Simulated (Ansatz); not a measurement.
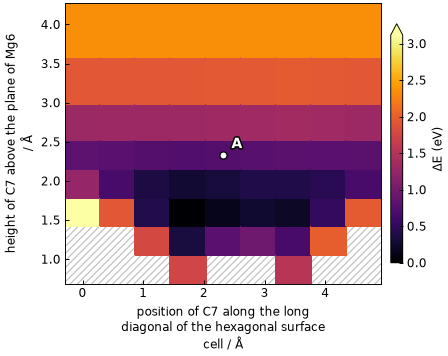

C on a MgO(111) slab cut from the Fm-3m phase, its upper half relaxed before the scan (6 atoms of substrate and one adsorbate in a 1 × 1 cell). 
- C is moved along a line over the surface and along the normal, above a rigid substrate.
- Coordinates scanned: (1) position of C7 along the long diagonal of the hexagonal surface cell, from above Mg6; (2) height of C7 above the plane of Mg6.
- The grid has 9 × 8 points. At 10 points there is no value (left out of the scan, as a rule where atoms come close).
- Points are written as (first, second).
- Energies are in eV, from the lowest grid point.
- Energies and slopes of some neighbouring points disagree (a jump in structure or state, or too coarse a mesh).
- Computed with Ansatz, DFT PBE, scalar-relativistic, plane waves, PAW. Settings: cutoff 420 eV, k-mesh 9×9×1, gaussian smearing 0.05 eV, spin-polarised.

Drawn: one coloured cell a grid point, one colour for all values above the top of the scale, hatched blanks where no value was computed, the point A.

Question: Which way does the force act at A, and how strong is it?

Answer: A, at (2.32 Å, 2.33 Å), is not a stationary point. The computed force is 0.044 eV for each Å towards smaller values of the first coordinate and 1.4 eV for each Å towards smaller values of the second coordinate.

PAW datasets: the set soft_1.
